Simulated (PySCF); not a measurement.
# SiNi: electronic excitations at several levels of theory

How much do the electronic excitations of SiNi (`[Si]=[Ni]`) depend on the level of theory, and what does each level cost?

Computed with PySCF 2.14.0, with density-fitted response routines of our own, on a single molecule in the gas phase. Atoms count from 0, in the outputs and in this text.

## Step 1: Starting geometry

2 atoms, charge 0, multiplicity 1; geometry from: GFN2-xTB.

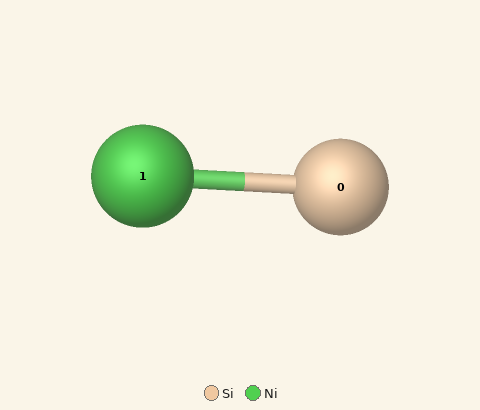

As it starts; silicon light orange, nickel green, atoms numbered.

## Step 2: Geometry optimisation at PBE0-D3(BJ)/def2-TZVP

What the job is given:

```
{"job": {"xc": "PBE0", "basis": "def2-TZVP", "d3": "d3bj", "grid": 2, "kind": "geom"}, "charge": 0, "multiplicity": 1}
Si     0.000000     0.000000     0.000000
Ni     0.000000     0.000000     2.127200
```

The program printed:

```text
step   0  E = -1797.36352854  max force = 0.033425
step   1  E = -1797.36707316  max force = 0.014966
step   2  E = -1797.36768670  max force = 0.005276
step   3  E = -1797.36775796  max force = 0.000518
step   4  E = -1797.36775867  max force = 0.000017
optimisation converged
```

Wall time 18 s (2 threads of Intel Xeon at 2.50GHz (Skylake/Cascade Lake), shared host).

Relaxation path:

```csv
step,energy from step 0 (eV),largest force component (eV/Å)
0,0.0000,1.7188
1,-0.0965,0.7696
2,-0.1131,0.2713
3,-0.1151,0.0266
4,-0.1151,0.0009
```

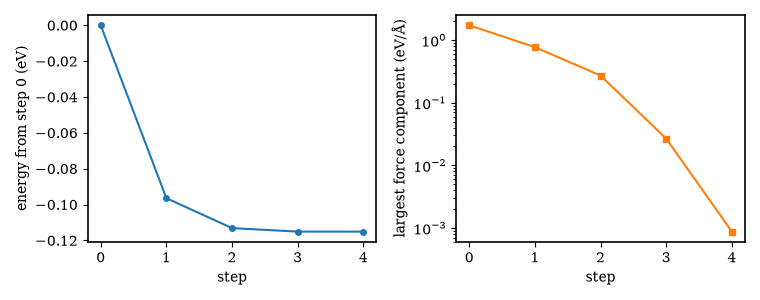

Energy and largest force along the relaxation.

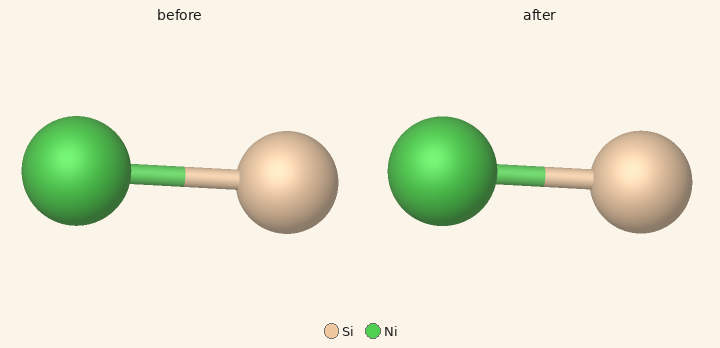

The geometry before (left) and after (right).

The bond:

```csv
bond,before (Å),after (Å),change (Å)
Si0–Ni1,2.127,2.004,-0.123
```

The next job starts from the end point, and lists it.

```csv
at the end point,value
point group (found at 0.08 Å tolerance),C∞v
"rotational constants (GHz, main isotopes)","6.667, 6.667"
dipole moment (D),1.06
```

## Step 3: Excited states and response: CAM-B3LYP/def2-TZVPD

What the job is given:

```
{"job": {"kind": "uv", "xc": "CAM-B3LYP", "basis": "def2-TZVPD", "nstates": 12, "ntriplets": 4}, "charge": 0, "multiplicity": 1}
Si    -0.000000    -0.000000     0.061373
Ni     0.000000     0.000000     2.065827
```

Level: TDDFT CAM-B3LYP/def2-TZVPD, vertical, gas phase, core orbitals frozen in the response.

The program printed:

```text
coarse grid: 13856 points
cycle   1  E = -1770.4632823034  dE =  2.668e+01  |g| = 8.884e+00  |ddm| = 1.620e+01
cycle   2  E = -1765.0770466938  dE =  5.386e+00  |g| = 1.545e+01  |ddm| = 2.151e+01
cycle   3  E = -1784.7295703116  dE = -1.965e+01  |g| = 1.062e+01  |ddm| = 1.128e+01
cycle   4  E = -1787.9246066811  dE = -3.195e+00  |g| = 9.602e+00  |ddm| = 3.974e+00
cycle   5  E = -1788.6299967637  dE = -7.054e-01  |g| = 9.152e+00  |ddm| = 2.386e-01
cycle   6  E = -1796.8860521874  dE = -8.256e+00  |g| = 3.206e+00  |ddm| = 7.747e+00
cycle   7  E = -1797.1257446143  dE = -2.397e-01  |g| = 2.250e+00  |ddm| = 1.391e+00
cycle   8  E = -1797.5518671796  dE = -4.261e-01  |g| = 1.619e+00  |ddm| = 9.969e-01
cycle   9  E = -1797.7358120451  dE = -1.839e-01  |g| = 9.799e-01  |ddm| = 4.329e-01
cycle  10  E = -1797.8080739521  dE = -7.226e-02  |g| = 3.626e-01  |ddm| = 3.898e-01
cycle  11  E = -1797.8237329037  dE = -1.566e-02  |g| = 4.826e-02  |ddm| = 1.739e-01
cycle  12  E = -1797.8241113866  dE = -3.785e-04  |g| = 1.853e-02  |ddm| = 3.871e-02
cycle  13  E = -1797.8241689585  dE = -5.757e-05  |g| = 1.082e-02  |ddm| = 1.962e-02
cycle  14  E = -1797.8241861213  dE = -1.716e-05  |g| = 2.044e-03  |ddm| = 8.772e-03
cycle  15  E = -1797.8241873138  dE = -1.193e-06  |g| = 4.738e-04  |ddm| = 3.768e-03
final grid: 24968 points
cycle  16  E = -1797.8242033013  dE =  6.719e-07  |g| = 2.645e-03  |ddm| = 1.071e-03
cycle  17  E = -1797.8241839426  dE =  1.936e-05  |g| = 1.432e-02  |ddm| = 4.605e-03
cycle  18  E = -1797.8242040167  dE = -2.007e-05  |g| = 2.399e-04  |ddm| = 3.768e-03
cycle  19  E = -1797.8242040252  dE = -8.533e-09  |g| = 2.877e-05  |ddm| = 1.225e-04
cycle  20  E = -1797.8242040264  dE = -1.213e-09  |g| = 1.032e-05  |ddm| = 1.224e-04
cycle  21  E = -1797.8242040265  dE = -6.139e-11  |g| = 1.128e-06  |ddm| = 2.477e-05
converged SCF energy = -1797.8242040265

Static polarisability (au): isotropic 74.605, principal 58.038 58.038 107.740

Singlet excitations
state   eV       nm        f      main configurations
  1   1.0040   1234.9   0.00136   H->L+1 0.96
  2   1.0040   1234.9   0.00136   H->L 0.96
  3   1.3329    930.2   0.00000   H-1->L 0.47, H-2->L+1 0.47
  4   1.3329    930.2   0.00000   H-1->L+1 0.47, H-2->L 0.47
  5   1.6692    742.8   0.00000   H-4->L+1 0.46, H-3->L 0.46
  6   1.6727    741.2   0.00254   H-2->L 0.44, H-1->L+1 0.44
  7   1.6727    741.2   0.00254   H-2->L+1 0.44, H-1->L 0.44
  8   2.1407    579.2   0.00000   H-3->L 0.47, H-4->L+1 0.47
  9   2.1409    579.1   0.00000   H-4->L 0.47, H-3->L+1 0.47
 10   2.6069    475.6   0.00996   H-5->L 0.87
 11   2.6069    475.6   0.00996   H-5->L+1 0.87
 12   2.6882    461.2   0.00000   H-1->L+2 0.90

Triplet excitations (Tamm-Dancoff, eV): 0.4853 0.4853 1.0870 1.0870
```

Wall time 8.5 s (2 threads of Intel Xeon at 2.50GHz (Skylake/Cascade Lake), shared host).

Frontier orbitals and where they lie:

```csv
orbital,eV,atoms
HOMO−3,-8.05,"Ni1 83 %, Si0 17 %"
HOMO−2,-7.62,Ni1 99 %
HOMO−1,-7.62,Ni1 99 %
HOMO,-6.38,"Si0 59 %, Ni1 41 %"
LUMO,-1.52,"Si0 60 %, Ni1 40 %"
LUMO+1,-1.52,"Si0 60 %, Ni1 40 %"
LUMO+2,-0.52,"Ni1 67 %, Si0 33 %"
```

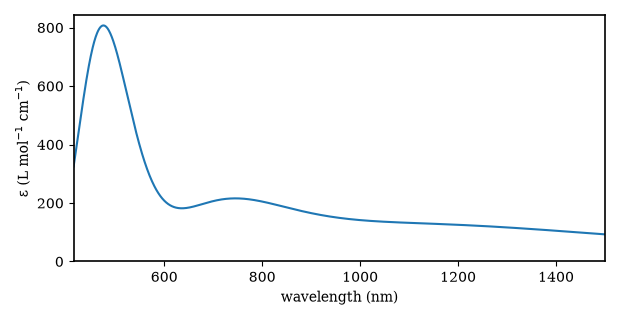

Absorption spectrum: each of the 12 states is a Gaussian band of 0.4 eV half-width at 1/e. Beyond the last state computed it falls off for lack of states.

Ground-state properties from the same run:

```csv
property,computed
dipole moment (D),1.00
polarisability (Å³),11.06
HOMO–LUMO gap (eV),4.86
−ε(HOMO) (eV),6.38
```

## Step 4: TDDFT and polarisability: PBE0/def2-TZVPD

What the job is given:

```
{"job": {"kind": "uv", "xc": "PBE0", "basis": "def2-TZVPD", "nstates": 12, "ntriplets": 4}, "charge": 0, "multiplicity": 1}
Si    -0.000000    -0.000000     0.061373
Ni     0.000000     0.000000     2.065827
```

Level: TDDFT PBE0/def2-TZVPD, vertical, gas phase, core orbitals frozen in the response.

The program printed:

```text
coarse grid: 13856 points
cycle   1  E = -1769.4003072670  dE =  2.734e+01  |g| = 8.672e+00  |ddm| = 2.062e+01
cycle   2  E = -1763.8069871681  dE =  5.593e+00  |g| = 1.531e+01  |ddm| = 2.507e+01
cycle   3  E = -1783.8067430984  dE = -2.000e+01  |g| = 1.079e+01  |ddm| = 1.204e+01
cycle   4  E = -1786.5475761397  dE = -2.741e+00  |g| = 9.675e+00  |ddm| = 2.732e+00
cycle   5  E = -1788.7526179879  dE = -2.205e+00  |g| = 8.697e+00  |ddm| = 2.196e+00
cycle   6  E = -1789.3641713914  dE = -6.116e-01  |g| = 8.342e+00  |ddm| = 6.353e-01
cycle   7  E = -1791.9420755717  dE = -2.578e+00  |g| = 6.968e+00  |ddm| = 2.434e+00
cycle   8  E = -1792.8110939973  dE = -8.690e-01  |g| = 6.308e+00  |ddm| = 9.727e-01
cycle   9  E = -1795.3052080289  dE = -2.494e+00  |g| = 4.531e+00  |ddm| = 3.658e+00
cycle  10  E = -1770.9925335247  dE =  2.431e+01  |g| = 8.351e+00  |ddm| = 1.128e+01
cycle  11  E = -1795.7586364511  dE = -2.477e+01  |g| = 3.634e+00  |ddm| = 1.128e+01
cycle  12  E = -1797.1573612183  dE = -1.399e+00  |g| = 1.045e+00  |ddm| = 2.356e+00
cycle  13  E = -1797.3290949148  dE = -1.717e-01  |g| = 6.170e-01  |ddm| = 9.131e-01
cycle  14  E = -1797.2985263993  dE =  3.057e-02  |g| = 7.656e-01  |ddm| = 2.815e-01
cycle  15  E = -1797.3085966939  dE = -1.007e-02  |g| = 7.029e-01  |ddm| = 1.881e-02
cycle  16  E = -1797.3662760327  dE = -5.768e-02  |g| = 5.273e-02  |ddm| = 2.216e-01
cycle  17  E = -1797.3665510327  dE = -2.750e-04  |g| = 2.039e-02  |ddm| = 2.551e-02
cycle  18  E = -1797.3665955890  dE = -4.456e-05  |g| = 2.921e-03  |ddm| = 8.616e-03
cycle  19  E = -1797.3665955919  dE = -2.870e-09  |g| = 2.700e-03  |ddm| = 1.813e-03
final grid: 24968 points
cycle  20  E = -1797.3665664064  dE =  5.431e-05  |g| = 2.232e-02  |ddm| = 7.688e-03
cycle  21  E = -1797.3634178122  dE =  3.149e-03  |g| = 1.713e-01  |ddm| = 5.746e-02
cycle  22  E = -1797.3666213953  dE = -3.204e-03  |g| = 1.188e-03  |ddm| = 5.020e-02
cycle  23  E = -1797.3666215761  dE = -1.808e-07  |g| = 6.353e-04  |ddm| = 9.214e-04
cycle  24  E = -1797.3666216330  dE = -5.688e-08  |g| = 1.002e-04  |ddm| = 2.526e-04
cycle  25  E = -1797.3666216343  dE = -1.266e-09  |g| = 2.015e-05  |ddm| = 4.259e-05
cycle  26  E = -1797.3666216343  dE = -4.229e-11  |g| = 7.230e-06  |ddm| = 8.378e-06
converged SCF energy = -1797.3666216343

Static polarisability (au): isotropic 75.762, principal 58.580 58.580 110.128

Singlet excitations
state   eV       nm        f      main configurations
  1   1.0404   1191.7   0.00181   H->L+1 0.92
  2   1.0404   1191.7   0.00181   H->L 0.92
  3   1.2610    983.2   0.00000   H-1->L 0.49, H-2->L+1 0.49
  4   1.2610    983.2   0.00000   H-1->L+1 0.49, H-2->L 0.49
  5   1.5961    776.8   0.00179   H-2->L+1 0.49, H-1->L 0.49
  6   1.5961    776.8   0.00179   H-2->L 0.49, H-1->L+1 0.49
  7   1.6987    729.9   0.00000   H-4->L+1 0.50, H-3->L 0.50
  8   2.1810    568.5   0.00000   H-3->L 0.49, H-4->L+1 0.49
  9   2.1811    568.4   0.00000   H-4->L 0.49, H-3->L+1 0.49
 10   2.6166    473.8   0.00659   H-5->L+1 0.95
 11   2.6166    473.8   0.00659   H-5->L 0.95
 12   3.0637    404.7   0.00000   H-1->L+2 0.96

Triplet excitations (Tamm-Dancoff, eV): 0.4775 0.4775 0.9281 0.9764
```

Run time: 12 s. Hardware: 2 threads of Intel Xeon at 2.50GHz (Skylake/Cascade Lake), shared host.

In short: HOMO -5.30 eV, LUMO -2.62 eV; lowest singlet 1.04 eV.

## Step 5: Ultraviolet spectrum: PBE/def2-TZVPD

What the job is given:

```
{"job": {"kind": "uv", "xc": "PBE", "basis": "def2-TZVPD", "nstates": 12, "ntriplets": 4}, "charge": 0, "multiplicity": 1}
Si    -0.000000    -0.000000     0.061373
Ni     0.000000     0.000000     2.065827
```

Method: TDDFT PBE/def2-TZVPD, vertical, gas phase, core orbitals frozen in the response.

The program printed:

```text
coarse grid: 13856 points
cycle   1  E = -1769.0815960540  dE =  2.764e+01  |g| = 8.722e+00  |ddm| = 2.060e+01
cycle   2  E = -1762.1966864224  dE =  6.885e+00  |g| = 1.557e+01  |ddm| = 2.528e+01
cycle   3  E = -1782.8102528543  dE = -2.061e+01  |g| = 1.116e+01  |ddm| = 1.253e+01
cycle   4  E = -1785.3972992160  dE = -2.587e+00  |g| = 1.021e+01  |ddm| = 2.491e+00
cycle   5  E = -1786.5185214849  dE = -1.121e+00  |g| = 9.793e+00  |ddm| = 1.257e+00
cycle   6  E = -1786.6443464826  dE = -1.258e-01  |g| = 9.701e+00  |ddm| = 4.144e-01
cycle   7  E = -1787.6313070750  dE = -9.870e-01  |g| = 9.254e+00  |ddm| = 8.053e-01
cycle   8  E = -1791.1804121776  dE = -3.549e+00  |g| = 7.588e+00  |ddm| = 3.262e+00
cycle   9  E = -1790.5861430205  dE =  5.943e-01  |g| = 7.601e+00  |ddm| = 1.242e+00
cycle  10  E = -1757.0678687767  dE =  3.352e+01  |g| = 9.445e+00  |ddm| = 1.060e+01
cycle  11  E = -1795.7481392991  dE = -3.868e+01  |g| = 4.063e+00  |ddm| = 8.502e+00
cycle  12  E = -1795.2195396270  dE =  5.286e-01  |g| = 3.287e+00  |ddm| = 2.486e+00
cycle  13  E = -1791.0799583864  dE =  4.140e+00  |g| = 5.548e+00  |ddm| = 3.929e+00
cycle  14  E = -1797.3569170804  dE = -6.277e+00  |g| = 3.838e-01  |ddm| = 2.616e+00
cycle  15  E = -1797.3602717961  dE = -3.355e-03  |g| = 4.778e-01  |ddm| = 6.556e-01
cycle  16  E = -1797.3871275579  dE = -2.686e-02  |g| = 3.021e-01  |ddm| = 2.896e-01
cycle  17  E = -1797.3966126687  dE = -9.485e-03  |g| = 4.576e-02  |ddm| = 1.091e-01
cycle  18  E = -1797.3968754922  dE = -2.628e-04  |g| = 1.837e-03  |ddm| = 1.690e-02
cycle  19  E = -1797.3968741946  dE =  1.298e-06  |g| = 3.728e-03  |ddm| = 3.774e-03
cycle  20  E = -1797.3968765532  dE = -2.359e-06  |g| = 1.230e-04  |ddm| = 2.073e-03
final grid: 24968 points
cycle  21  E = -1797.3969075871  dE =  2.014e-07  |g| = 1.363e-03  |ddm| = 5.039e-04
cycle  22  E = -1797.3968615725  dE =  4.601e-05  |g| = 2.000e-02  |ddm| = 6.398e-03
cycle  23  E = -1797.3969077780  dE = -4.621e-05  |g| = 2.931e-04  |ddm| = 6.140e-03
cycle  24  E = -1797.3969077911  dE = -1.308e-08  |g| = 2.151e-04  |ddm| = 3.255e-04
cycle  25  E = -1797.3969077979  dE = -6.834e-09  |g| = 2.206e-06  |ddm| = 9.091e-05
cycle  26  E = -1797.3969077979  dE =  6.821e-13  |g| = 2.137e-06  |ddm| = 2.635e-06
converged SCF energy = -1797.3969077979

Static polarisability (au): isotropic 76.328, principal 59.104 59.104 110.777

Singlet excitations
state   eV       nm        f      main configurations
  1   1.0032   1235.9   0.00000   H->L 0.50, H-1->L+1 0.50
  2   1.0032   1235.9   0.00000   H->L+1 0.50, H-1->L 0.50
  3   1.2277   1009.9   0.00291   H-2->L 0.91
  4   1.2277   1009.9   0.00291   H-2->L+1 0.91
  5   1.3377    926.8   0.00057   H-1->L 0.34, H->L+1 0.34, H-1->L+1 0.13
  6   1.3377    926.8   0.00057   H-1->L+1 0.34, H->L 0.34, H-1->L 0.13
  7   2.3132    536.0   0.00000   H-4->L+1 0.50, H-3->L 0.50
  8   2.4993    496.1   0.00000   H-1->L+2 0.71, H-3->L 0.14, H-4->L+1 0.14
  9   2.4993    496.1   0.00000   H->L+2 0.71, H-3->L+1 0.14, H-4->L 0.14
 10   2.6903    460.9   0.00495   H-5->L+1 0.99
 11   2.6903    460.9   0.00495   H-5->L 0.99
 12   2.6946    460.1   0.00000   H-3->L 0.36, H-4->L+1 0.36, H-1->L+2 0.28

Triplet excitations (Tamm-Dancoff, eV): 0.6983 0.6983 0.7174 0.7174
```

It took 11 s on 2 threads of Intel Xeon at 2.50GHz (Skylake/Cascade Lake), shared host.

In short: HOMO -4.54 eV, LUMO -3.56 eV; lowest singlet 1.00 eV.

## Step 6: TDDFT and polarisability: B3LYP/def2-TZVPD

What the job is given:

```
{"job": {"kind": "uv", "xc": "B3LYP", "basis": "def2-TZVPD", "nstates": 12, "ntriplets": 4}, "charge": 0, "multiplicity": 1}
Si    -0.000000    -0.000000     0.061373
Ni     0.000000     0.000000     2.065827
```

Level: TDDFT B3LYP/def2-TZVPD, vertical, gas phase, core orbitals frozen in the response.

The program printed:

```text
coarse grid: 13856 points
cycle   1  E = -1769.7098396499  dE =  2.746e+01  |g| = 8.676e+00  |ddm| = 2.008e+01
cycle   2  E = -1763.7958460023  dE =  5.914e+00  |g| = 1.538e+01  |ddm| = 2.470e+01
cycle   3  E = -1783.9636165688  dE = -2.017e+01  |g| = 1.090e+01  |ddm| = 1.217e+01
cycle   4  E = -1786.6344535162  dE = -2.671e+00  |g| = 9.856e+00  |ddm| = 2.607e+00
cycle   5  E = -1788.5002886975  dE = -1.866e+00  |g| = 9.058e+00  |ddm| = 1.817e+00
cycle   6  E = -1789.0323386105  dE = -5.320e-01  |g| = 8.758e+00  |ddm| = 6.184e-01
cycle   7  E = -1791.5709056931  dE = -2.539e+00  |g| = 7.464e+00  |ddm| = 2.250e+00
cycle   8  E = -1792.6311624856  dE = -1.060e+00  |g| = 6.763e+00  |ddm| = 1.184e+00
cycle   9  E = -1794.8042653336  dE = -2.173e+00  |g| = 5.380e+00  |ddm| = 2.981e+00
cycle  10  E = -1770.0078587029  dE =  2.480e+01  |g| = 8.410e+00  |ddm| = 1.429e+01
cycle  11  E = -1794.7357776401  dE = -2.473e+01  |g| = 4.954e+00  |ddm| = 1.439e+01
cycle  12  E = -1797.3780098286  dE = -2.642e+00  |g| = 1.271e+00  |ddm| = 3.975e+00
cycle  13  E = -1797.6789388891  dE = -3.009e-01  |g| = 7.672e-01  |ddm| = 1.707e+00
cycle  14  E = -1797.7826000104  dE = -1.037e-01  |g| = 4.475e-01  |ddm| = 6.276e-01
cycle  15  E = -1797.7871081977  dE = -4.508e-03  |g| = 3.864e-01  |ddm| = 1.060e-01
cycle  16  E = -1797.7908357700  dE = -3.728e-03  |g| = 3.343e-01  |ddm| = 2.637e-02
cycle  17  E = -1797.8074596709  dE = -1.662e-02  |g| = 5.386e-02  |ddm| = 1.404e-01
cycle  18  E = -1797.8078675269  dE = -4.079e-04  |g| = 7.874e-03  |ddm| = 2.075e-02
cycle  19  E = -1797.8078740102  dE = -6.483e-06  |g| = 5.775e-03  |ddm| = 6.205e-03
cycle  20  E = -1797.8078784059  dE = -4.396e-06  |g| = 1.156e-03  |ddm| = 2.850e-03
final grid: 24968 points
cycle  21  E = -1797.8078840772  dE =  1.122e-05  |g| = 1.014e-02  |ddm| = 3.439e-03
cycle  22  E = -1797.8069934524  dE =  8.906e-04  |g| = 9.047e-02  |ddm| = 2.962e-02
cycle  23  E = -1797.8078954669  dE = -9.020e-04  |g| = 2.202e-04  |ddm| = 2.658e-02
cycle  24  E = -1797.8078954708  dE = -3.856e-09  |g| = 1.057e-04  |ddm| = 7.522e-05
cycle  25  E = -1797.8078954722  dE = -1.402e-09  |g| = 3.656e-05  |ddm| = 7.250e-05
cycle  26  E = -1797.8078954724  dE = -2.153e-10  |g| = 1.283e-05  |ddm| = 2.412e-05
converged SCF energy = -1797.8078954724

Static polarisability (au): isotropic 75.966, principal 58.362 58.362 111.175

Singlet excitations
state   eV       nm        f      main configurations
  1   1.0962   1131.0   0.00192   H->L 0.97
  2   1.0962   1131.0   0.00192   H->L+1 0.97
  3   1.1820   1048.9   0.00000   H-1->L 0.49, H-2->L+1 0.49
  4   1.1820   1048.9   0.00000   H-1->L+1 0.49, H-2->L 0.49
  5   1.5291    810.8   0.00147   H-2->L+1 0.49, H-1->L 0.49
  6   1.5291    810.8   0.00147   H-2->L 0.49, H-1->L+1 0.49
  7   1.8103    684.9   0.00000   H-3->L 0.50, H-4->L+1 0.50
  8   2.2128    560.3   0.00000   H-4->L+1 0.48, H-3->L 0.48
  9   2.2130    560.3   0.00000   H-4->L 0.48, H-3->L+1 0.48
 10   2.6356    470.4   0.00616   H-5->L+1 0.96
 11   2.6356    470.4   0.00616   H-5->L 0.96
 12   2.8916    428.8   0.00000   H-1->L+2 0.96

Triplet excitations (Tamm-Dancoff, eV): 0.6049 0.6049 0.9351 0.9351
```

Wall time 7.8 s (2 threads of Intel Xeon at 2.50GHz (Skylake/Cascade Lake), shared host).

In short: HOMO -5.22 eV, LUMO -2.85 eV; lowest singlet 1.10 eV.

## Step 7: Run by run: electronic excitations

Excitations and ground-state properties, with basis size and wall time:

```csv
run,lowest singlet (eV),brightest (eV),f,gap (eV),α (Å³),μ (D),functions,time
CAM-B3LYP/def2-TZVPD,1.00,2.61,0.010,4.86,11.06,1.00,91,8.5 s
PBE0/def2-TZVPD,1.04,2.62,0.007,2.68,11.23,1.06,91,12 s
PBE/def2-TZVPD,1.00,2.69,0.005,0.98,11.31,0.52,91,11 s
B3LYP/def2-TZVPD,1.10,2.64,0.006,2.37,11.26,0.63,91,7.8 s
```

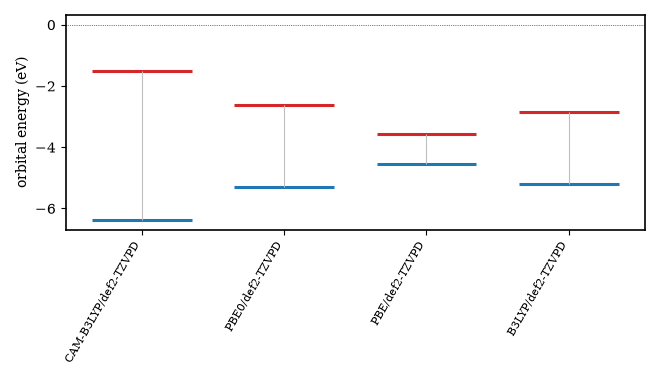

HOMO (blue) and LUMO (red) run by run.

## Step 8: What came out

| quantity | value |
| --- | --- |
| point group | C∞v |
| rotational constants (main isotopes) | 6.67, 6.67 GHz |
| lowest singlet (CAM-B3LYP/def2-TZVPD) | 1.00 eV (1235 nm), f = 0.001 |
| brightest single state of those computed | state 10, 2.61 eV, f = 0.010 |
| lowest triplet | 0.49 eV |
| range of the lowest singlet | 1.00 to 1.10 eV |

Single values in the summary come from the first run of each kind that ended normally (CAM-B3LYP/def2-TZVPD), which need not be the best level. Over 4 steps the energy fell by 0.115 eV; of the close pairs, Si0–Ni1 changed most, 2.127 to 2.004 Å. The lowest singlet, at 1.00 eV, is HOMO→LUMO+1 0.96 and is weak; of the 12 states computed, the strongest absorption comes from states 10 to 11 together at 2.61 eV. The lowest triplet lies 0.52 eV below the lowest singlet (triplets in Tamm-Dancoff, singlets in full TDDFT). The lowest singlet runs from 1.00 eV (PBE/def2-TZVPD) to 1.10 eV (B3LYP/def2-TZVPD), while the orbital gap spans 0.98 to 4.86 eV: the excitation energy moves far less from run to run than the orbital gap does. The lowest state need not be the same one in every run.
